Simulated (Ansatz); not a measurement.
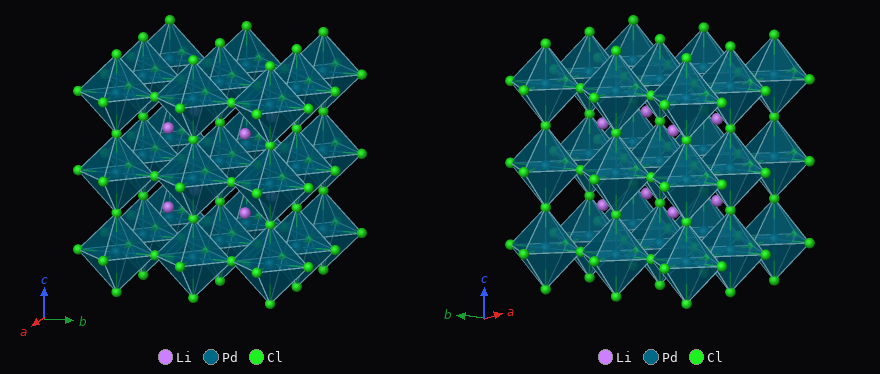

Polyhedra are drawn about Pd (bonds: Cl–Pd below 2.8 Å); other atoms are plain spheres. Two views of the same piece.

System LiPdCl₃ (space group Pm-3m, No. 221); source of the atomic positions: the input geometry of an electronic-structure calculation (not necessarily at equilibrium); the starting structure was generated, so it need not be a known form of this composition.

What figure surrounds each Pd atom, and what does it share with the other drawn polyhedra?

Pd: PdCl6 octahedron, sharing corners with six neighbours.

How do these polyhedra hang together as a whole?

They form a three-dimensional framework of corner-sharing octahedra.
